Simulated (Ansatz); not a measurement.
Molecular dynamics, with input and output: C2H7ClGe (part 1 of 3)

System: C2H7ClGe.
Method: RKS PBE-D4/def2-SVP (Ansatz 0.2.0).

It belongs to a series of runs on one base structure; here: dynamics from the last frame of an earlier run.

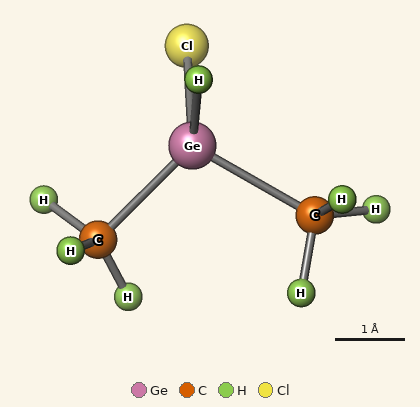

**Figure 1.** The starting structure (ball-and-stick view, seen at an oblique angle). Sticks mark near contacts.

## Summary

- outcome: finished
- mean temperature over the second half: 659 K
- trajectory: 150 steps, 37.5 fs
- ensemble: nve
- temperature in the input: 400.0 K
- time step: 0.25 fs
- potential energy (last step): −71200.5499 eV
- mean-field energy (last step): −71200.3246 eV
- largest force (length of the vector) (last step): 2.928 eV/Å
- hardware: 2 threads of Arm Neoverse V2, 24 GiB of memory available, shared host
- wall time: 4.9 min (CPU time 9.6 min)
- peak memory: 0.16 GiB

So short a trajectory is not equilibrated.

## Input file
```yaml
crystal:
  periodic: [false, false, false]
  atoms:
    - { symbol: Ge, position_ang: [0.013331, 0.089678, 0.001] }
    - { symbol: C, position_ang: [0.069793, -0.099195, 1.975407] }
    - { symbol: H, position_ang: [-0.877564, -0.856044, 2.230625] }
    - { symbol: H, position_ang: [0.990953, -0.539837, 2.280861] }
    - { symbol: H, position_ang: [-0.117661, 0.949084, 2.262874] }
    - { symbol: C, position_ang: [1.981782, 0.03014, -0.586334] }
    - { symbol: H, position_ang: [2.556726, -0.800852, -1.209973] }
    - { symbol: H, position_ang: [2.062348, 0.983125, -1.144533] }
    - { symbol: H, position_ang: [2.659028, 0.382009, 0.302949] }
    - { symbol: H, position_ang: [-0.654394, 1.192198, -0.852721] }
    - { symbol: Cl, position_ang: [-1.050629, -1.704441, -0.751712] }
basis:
  gaussian: { orbitals: def2-SVP }
hamiltonian:
  xc: pbe
  dispersion: d4
md:
  timestep: 0.25
  n_steps: 150
  ensemble: nve
  temperature: 400.0
  initial_velocities: maxwell_boltzmann
  seed: 166150
```

Command:
```bash
ansatz run input.yaml --threads 2 --pin off --max-ram 3072MiB --backend cpu --events-out ev --progress --plain --runs-dir out
```

## What the program printed
```
Engine: ansatz 0.2.0, aarch64-unknown-linux-gnu
Functional definition: PBE
  parameter kappa = 0.804
  parameter beta = 0.06672455060314922
  exchange = pbe_x(kappa = kappa, mu = beta*pi^2/3)
  correlation = pbe_c(beta = beta)
1268 factors; their error is unknown
mean field evaluation 1: about -71187.9103 eV, gradient 7.2e1 eV
mean field evaluation 2: about -71164.5735 eV, gradient 1.1e2 eV
mean field evaluation 4: about -71200.0284 eV, gradient 5.1e0 eV
mean field evaluation 8: about -71200.0989 eV, gradient 3.0e-1 eV
mean field evaluation 16: about -71200.0318 eV, gradient 4.9e-4 eV
mean field -71200.03180006 eV, -2616.5529075373 hartree, gradient 2.4e-5 eV, S^2 0.000000; 0 other end points of the search recorded, 0 dependent functions left out
the calculation of the forces begins
reference -71200.03183436 eV, -2616.5529087979 hartree; 34, 34 occupied and 79, 79 virtual orbitals, 1268 factors
md step     0: t =     0.00 fs  T =   400.0 K  F+E_penalty+E_count = -71200.25455994 eV  E_kin = 0.465336 eV  conserved = -71199.78922394 eV  (28 SCF iters)
these checks for a lower state are left out or cut short: starts, cluster_reference, orbital_swaps, neighbouring_geometries, increment
1268 factors; their error is unknown
mean field -71200.02070199 eV, -2616.5524996907 hartree, gradient 2.5e-5 eV, S^2 0.000000; 0 other end points of the search recorded, 0 dependent functions left out
the calculation of the forces begins
reference -71200.02073629 eV, -2616.5525009511 hartree; 34, 34 occupied and 79, 79 virtual orbitals, 1268 factors
md step     1: t =     0.25 fs  T =   390.5 K  F+E_penalty+E_count = -71200.24356726 eV  E_kin = 0.454340 eV  conserved = -71199.78922768 eV  (30 SCF iters)
[... from here on the SCF iterations and repeated set-up lines of each step are left out, up to the last step ...]
md step     2: t =     0.50 fs  T =   389.9 K  F+E_penalty+E_count = -71200.24284566 eV  E_kin = 0.453582 eV  conserved = -71199.78926330 eV  (30 SCF iters)
md step     3: t =     0.75 fs  T =   397.6 K  F+E_penalty+E_count = -71200.25184182 eV  E_kin = 0.462517 eV  conserved = -71199.78932518 eV  (29 SCF iters)
md step     4: t =     1.00 fs  T =   412.8 K  F+E_penalty+E_count = -71200.26958721 eV  E_kin = 0.480179 eV  conserved = -71199.78940802 eV  (29 SCF iters)
md step     5: t =     1.25 fs  T =   434.3 K  F+E_penalty+E_count = -71200.29478439 eV  E_kin = 0.505278 eV  conserved = -71199.78950664 eV  (30 SCF iters)
md step     6: t =     1.50 fs  T =   461.0 K  F+E_penalty+E_count = -71200.32588772 eV  E_kin = 0.536271 eV  conserved = -71199.78961703 eV  (29 SCF iters)
md step     7: t =     1.75 fs  T =   491.2 K  F+E_penalty+E_count = -71200.36117365 eV  E_kin = 0.571438 eV  conserved = -71199.78973516 eV  (29 SCF iters)
md step     8: t =     2.00 fs  T =   523.4 K  F+E_penalty+E_count = -71200.39880685 eV  E_kin = 0.608949 eV  conserved = -71199.78985794 eV  (30 SCF iters)
md step     9: t =     2.25 fs  T =   556.1 K  F+E_penalty+E_count = -71200.43690144 eV  E_kin = 0.646920 eV  conserved = -71199.78998158 eV  (29 SCF iters)
md step    10: t =     2.50 fs  T =   587.5 K  F+E_penalty+E_count = -71200.47358543 eV  E_kin = 0.683483 eV  conserved = -71199.79010201 eV  (29 SCF iters)
md step    11: t =     2.75 fs  T =   616.2 K  F+E_penalty+E_count = -71200.50706772 eV  E_kin = 0.716852 eV  conserved = -71199.79021537 eV  (30 SCF iters)
md step    12: t =     3.00 fs  T =   640.7 K  F+E_penalty+E_count = -71200.53570550 eV  E_kin = 0.745388 eV  conserved = -71199.79031777 eV  (29 SCF iters)
md step    13: t =     3.25 fs  T =   659.9 K  F+E_penalty+E_count = -71200.55806970 eV  E_kin = 0.767664 eV  conserved = -71199.79040568 eV  (29 SCF iters)
md step    14: t =     3.50 fs  T =   672.7 K  F+E_penalty+E_count = -71200.57300446 eV  E_kin = 0.782528 eV  conserved = -71199.79047604 eV  (29 SCF iters)
md step    15: t =     3.75 fs  T =   678.4 K  F+E_penalty+E_count = -71200.57968113 eV  E_kin = 0.789156 eV  conserved = -71199.79052487 eV  (29 SCF iters)
md step    16: t =     4.00 fs  T =   676.6 K  F+E_penalty+E_count = -71200.57765861 eV  E_kin = 0.787111 eV  conserved = -71199.79054714 eV  (28 SCF iters)
md step    17: t =     4.25 fs  T =   667.4 K  F+E_penalty+E_count = -71200.56696308 eV  E_kin = 0.776428 eV  conserved = -71199.79053497 eV  (30 SCF iters)
md step    18: t =     4.50 fs  T =   651.3 K  F+E_penalty+E_count = -71200.54820433 eV  E_kin = 0.757727 eV  conserved = -71199.79047730 eV  (29 SCF iters)
md step    19: t =     4.75 fs  T =   629.5 K  F+E_penalty+E_count = -71200.52272791 eV  E_kin = 0.732365 eV  conserved = -71199.79036286 eV  (28 SCF iters)
md step    20: t =     5.00 fs  T =   603.9 K  F+E_penalty+E_count = -71200.49276537 eV  E_kin = 0.702581 eV  conserved = -71199.79018433 eV  (29 SCF iters)
md step    21: t =     5.25 fs  T =   577.3 K  F+E_penalty+E_count = -71200.46150769 eV  E_kin = 0.671561 eV  conserved = -71199.78994649 eV  (29 SCF iters)
md step    22: t =     5.50 fs  T =   553.0 K  F+E_penalty+E_count = -71200.43299004 eV  E_kin = 0.643317 eV  conserved = -71199.78967339 eV  (29 SCF iters)
md step    23: t =     5.75 fs  T =   534.9 K  F+E_penalty+E_count = -71200.41169029 eV  E_kin = 0.622280 eV  conserved = -71199.78940989 eV  (30 SCF iters)
md step    24: t =     6.00 fs  T =   526.6 K  F+E_penalty+E_count = -71200.40182490 eV  E_kin = 0.612611 eV  conserved = -71199.78921423 eV  (29 SCF iters)
md step    25: t =     6.25 fs  T =   530.6 K  F+E_penalty+E_count = -71200.40646043 eV  E_kin = 0.617319 eV  conserved = -71199.78914147 eV  (29 SCF iters)
md step    26: t =     6.50 fs  T =   548.0 K  F+E_penalty+E_count = -71200.42668900 eV  E_kin = 0.637465 eV  conserved = -71199.78922373 eV  (29 SCF iters)
md step    27: t =     6.75 fs  T =   577.4 K  F+E_penalty+E_count = -71200.46115790 eV  E_kin = 0.671702 eV  conserved = -71199.78945596 eV  (28 SCF iters)
md step    28: t =     7.00 fs  T =   615.8 K  F+E_penalty+E_count = -71200.50615511 eV  E_kin = 0.716359 eV  conserved = -71199.78979573 eV  (28 SCF iters)
md step    29: t =     7.25 fs  T =   658.5 K  F+E_penalty+E_count = -71200.55625651 eV  E_kin = 0.766080 eV  conserved = -71199.79017642 eV  (29 SCF iters)
md step    30: t =     7.50 fs  T =   700.4 K  F+E_penalty+E_count = -71200.60534112 eV  E_kin = 0.814814 eV  conserved = -71199.79052708 eV  (29 SCF iters)
md step    31: t =     7.75 fs  T =   736.6 K  F+E_penalty+E_count = -71200.64767650 eV  E_kin = 0.856885 eV  conserved = -71199.79079188 eV  (29 SCF iters)
md step    32: t =     8.00 fs  T =   763.2 K  F+E_penalty+E_count = -71200.67879428 eV  E_kin = 0.887855 eV  conserved = -71199.79093932 eV  (29 SCF iters)
md step    33: t =     8.25 fs  T =   778.0 K  F+E_penalty+E_count = -71200.69600097 eV  E_kin = 0.905037 eV  conserved = -71199.79096380 eV  (29 SCF iters)
md step    34: t =     8.50 fs  T =   780.2 K  F+E_penalty+E_count = -71200.69849940 eV  E_kin = 0.907619 eV  conserved = -71199.79087996 eV  (29 SCF iters)
md step    35: t =     8.75 fs  T =   770.6 K  F+E_penalty+E_count = -71200.68719701 eV  E_kin = 0.896483 eV  conserved = -71199.79071423 eV  (29 SCF iters)
md step    36: t =     9.00 fs  T =   751.1 K  F+E_penalty+E_count = -71200.66431833 eV  E_kin = 0.873821 eV  conserved = -71199.79049778 eV  (28 SCF iters)
md step    37: t =     9.25 fs  T =   724.4 K  F+E_penalty+E_count = -71200.63293345 eV  E_kin = 0.842672 eV  conserved = -71199.79026123 eV  (28 SCF iters)
md step    38: t =     9.50 fs  T =   693.2 K  F+E_penalty+E_count = -71200.59648974 eV  E_kin = 0.806459 eV  conserved = -71199.79003050 eV  (28 SCF iters)
md step    39: t =     9.75 fs  T =   660.7 K  F+E_penalty+E_count = -71200.55840613 eV  E_kin = 0.768581 eV  conserved = -71199.78982509 eV  (29 SCF iters)
md step    40: t =    10.00 fs  T =   629.3 K  F+E_penalty+E_count = -71200.52176050 eV  E_kin = 0.732103 eV  conserved = -71199.78965783 eV  (27 SCF iters)
md step    41: t =    10.25 fs  T =   601.3 K  F+E_penalty+E_count = -71200.48908074 eV  E_kin = 0.699546 eV  conserved = -71199.78953468 eV  (29 SCF iters)
md step    42: t =    10.50 fs  T =   578.3 K  F+E_penalty+E_count = -71200.46223880 eV  E_kin = 0.672783 eV  conserved = -71199.78945596 eV  (29 SCF iters)
md step    43: t =    10.75 fs  T =   561.3 K  F+E_penalty+E_count = -71200.44243402 eV  E_kin = 0.653016 eV  conserved = -71199.78941752 eV  (29 SCF iters)
md step    44: t =    11.00 fs  T =   550.9 K  F+E_penalty+E_count = -71200.43024631 eV  E_kin = 0.640834 eV  conserved = -71199.78941277 eV  (29 SCF iters)
md step    45: t =    11.25 fs  T =   547.0 K  F+E_penalty+E_count = -71200.42573301 eV  E_kin = 0.636299 eV  conserved = -71199.78943374 eV  (28 SCF iters)
md step    46: t =    11.50 fs  T =   549.3 K  F+E_penalty+E_count = -71200.42854637 eV  E_kin = 0.639074 eV  conserved = -71199.78947284 eV  (29 SCF iters)
md step    47: t =    11.75 fs  T =   557.5 K  F+E_penalty+E_count = -71200.43804906 eV  E_kin = 0.648525 eV  conserved = -71199.78952373 eV  (29 SCF iters)
md step    48: t =    12.00 fs  T =   570.6 K  F+E_penalty+E_count = -71200.45341351 eV  E_kin = 0.663832 eV  conserved = -71199.78958168 eV  (29 SCF iters)
md step    49: t =    12.25 fs  T =   588.0 K  F+E_penalty+E_count = -71200.47369792 eV  E_kin = 0.684054 eV  conserved = -71199.78964353 eV  (28 SCF iters)
md step    50: t =    12.50 fs  T =   608.8 K  F+E_penalty+E_count = -71200.49789927 eV  E_kin = 0.708192 eV  conserved = -71199.78970747 eV  (30 SCF iters)
md step    51: t =    12.75 fs  T =   632.0 K  F+E_penalty+E_count = -71200.52498723 eV  E_kin = 0.735215 eV  conserved = -71199.78977231 eV  (29 SCF iters)
md step    52: t =    13.00 fs  T =   656.8 K  F+E_penalty+E_count = -71200.55392717 eV  E_kin = 0.764090 eV  conserved = -71199.78983725 eV  (29 SCF iters)
md step    53: t =    13.25 fs  T =   682.3 K  F+E_penalty+E_count = -71200.58369730 eV  E_kin = 0.793796 eV  conserved = -71199.78990151 eV  (30 SCF iters)
md step    54: t =    13.50 fs  T =   707.7 K  F+E_penalty+E_count = -71200.61330456 eV  E_kin = 0.823340 eV  conserved = -71199.78996469 eV  (29 SCF iters)
md step    55: t =    13.75 fs  T =   732.2 K  F+E_penalty+E_count = -71200.64179707 eV  E_kin = 0.851771 eV  conserved = -71199.79002582 eV  (29 SCF iters)
md step    56: t =    14.00 fs  T =   754.9 K  F+E_penalty+E_count = -71200.66827430 eV  E_kin = 0.878189 eV  conserved = -71199.79008550 eV  (29 SCF iters)
md step    57: t =    14.25 fs  T =   775.1 K  F+E_penalty+E_count = -71200.69188500 eV  E_kin = 0.901740 eV  conserved = -71199.79014457 eV  (29 SCF iters)
md step    58: t =    14.50 fs  T =   792.2 K  F+E_penalty+E_count = -71200.71181669 eV  E_kin = 0.921612 eV  conserved = -71199.79020452 eV  (29 SCF iters)
md step    59: t =    14.75 fs  T =   805.5 K  F+E_penalty+E_count = -71200.72727938 eV  E_kin = 0.937013 eV  conserved = -71199.79026602 eV  (29 SCF iters)
md step    60: t =    15.00 fs  T =   814.2 K  F+E_penalty+E_count = -71200.73750038 eV  E_kin = 0.947173 eV  conserved = -71199.79032752 eV  (29 SCF iters)
md step    61: t =    15.25 fs  T =   817.8 K  F+E_penalty+E_count = -71200.74175368 eV  E_kin = 0.951370 eV  conserved = -71199.79038328 eV  (29 SCF iters)
md step    62: t =    15.50 fs  T =   815.8 K  F+E_penalty+E_count = -71200.73945108 eV  E_kin = 0.949029 eV  conserved = -71199.79042198 eV  (29 SCF iters)
md step    63: t =    15.75 fs  T =   807.9 K  F+E_penalty+E_count = -71200.73031124 eV  E_kin = 0.939883 eV  conserved = -71199.79042790 eV  (29 SCF iters)
md step    64: t =    16.00 fs  T =   794.4 K  F+E_penalty+E_count = -71200.71459155 eV  E_kin = 0.924208 eV  conserved = -71199.79038320 eV  (28 SCF iters)
md step    65: t =    16.25 fs  T =   776.3 K  F+E_penalty+E_count = -71200.69333423 eV  E_kin = 0.903059 eV  conserved = -71199.79027562 eV  (28 SCF iters)
md step    66: t =    16.50 fs  T =   755.1 K  F+E_penalty+E_count = -71200.66852959 eV  E_kin = 0.878425 eV  conserved = -71199.79010478 eV  (29 SCF iters)
md step    67: t =    16.75 fs  T =   733.4 K  F+E_penalty+E_count = -71200.64309097 eV  E_kin = 0.853202 eV  conserved = -71199.78988896 eV  (28 SCF iters)
md step    68: t =    17.00 fs  T =   714.2 K  F+E_penalty+E_count = -71200.62055163 eV  E_kin = 0.830886 eV  conserved = -71199.78966567 eV  (29 SCF iters)
md step    69: t =    17.25 fs  T =   700.6 K  F+E_penalty+E_count = -71200.60447729 eV  E_kin = 0.814992 eV  conserved = -71199.78948544 eV  (28 SCF iters)
md step    70: t =    17.50 fs  T =   694.8 K  F+E_penalty+E_count = -71200.59769867 eV  E_kin = 0.808302 eV  conserved = -71199.78939711 eV  (27 SCF iters)
md step    71: t =    17.75 fs  T =   698.1 K  F+E_penalty+E_count = -71200.60157720 eV  E_kin = 0.812146 eV  conserved = -71199.78943163 eV  (27 SCF iters)
md step    72: t =    18.00 fs  T =   710.0 K  F+E_penalty+E_count = -71200.61554578 eV  E_kin = 0.825956 eV  conserved = -71199.78958981 eV  (28 SCF iters)
md step    73: t =    18.25 fs  T =   728.3 K  F+E_penalty+E_count = -71200.63709911 eV  E_kin = 0.847258 eV  conserved = -71199.78984140 eV  (27 SCF iters)
md step    74: t =    18.50 fs  T =   749.7 K  F+E_penalty+E_count = -71200.66225320 eV  E_kin = 0.872118 eV  conserved = -71199.79013484 eV  (28 SCF iters)
md step    75: t =    18.75 fs  T =   770.1 K  F+E_penalty+E_count = -71200.68633212 eV  E_kin = 0.895921 eV  conserved = -71199.79041110 eV  (27 SCF iters)
md step    76: t =    19.00 fs  T =   785.9 K  F+E_penalty+E_count = -71200.70485442 eV  E_kin = 0.914232 eV  conserved = -71199.79062254 eV  (28 SCF iters)
md step    77: t =    19.25 fs  T =   793.9 K  F+E_penalty+E_count = -71200.71427869 eV  E_kin = 0.923538 eV  conserved = -71199.79074047 eV  (28 SCF iters)
md step    78: t =    19.50 fs  T =   792.3 K  F+E_penalty+E_count = -71200.71246879 eV  E_kin = 0.921712 eV  conserved = -71199.79075706 eV  (28 SCF iters)
md step    79: t =    19.75 fs  T =   780.6 K  F+E_penalty+E_count = -71200.69883968 eV  E_kin = 0.908157 eV  conserved = -71199.79068221 eV  (28 SCF iters)
md step    80: t =    20.00 fs  T =   759.6 K  F+E_penalty+E_count = -71200.67423086 eV  E_kin = 0.883694 eV  conserved = -71199.79053731 eV  (28 SCF iters)
md step    81: t =    20.25 fs  T =   730.9 K  F+E_penalty+E_count = -71200.64059821 eV  E_kin = 0.850250 eV  conserved = -71199.79034847 eV  (28 SCF iters)
md step    82: t =    20.50 fs  T =   696.7 K  F+E_penalty+E_count = -71200.60062166 eV  E_kin = 0.810480 eV  conserved = -71199.79014208 eV  (28 SCF iters)
md step    83: t =    20.75 fs  T =   659.6 K  F+E_penalty+E_count = -71200.55730549 eV  E_kin = 0.767365 eV  conserved = -71199.78994049 eV  (29 SCF iters)
md step    84: t =    21.00 fs  T =   622.2 K  F+E_penalty+E_count = -71200.51362855 eV  E_kin = 0.723868 eV  conserved = -71199.78976091 eV  (29 SCF iters)
md step    85: t =    21.25 fs  T =   586.8 K  F+E_penalty+E_count = -71200.47227238 eV  E_kin = 0.682658 eV  conserved = -71199.78961441 eV  (28 SCF iters)
md step    86: t =    21.50 fs  T =   555.2 K  F+E_penalty+E_count = -71200.43544043 eV  E_kin = 0.645934 eV  conserved = -71199.78950624 eV  (29 SCF iters)
md step    87: t =    21.75 fs  T =   528.9 K  F+E_penalty+E_count = -71200.40476620 eV  E_kin = 0.615329 eV  conserved = -71199.78943677 eV  (28 SCF iters)
md step    88: t =    22.00 fs  T =   508.8 K  F+E_penalty+E_count = -71200.38129804 eV  E_kin = 0.591895 eV  conserved = -71199.78940256 eV  (28 SCF iters)
```
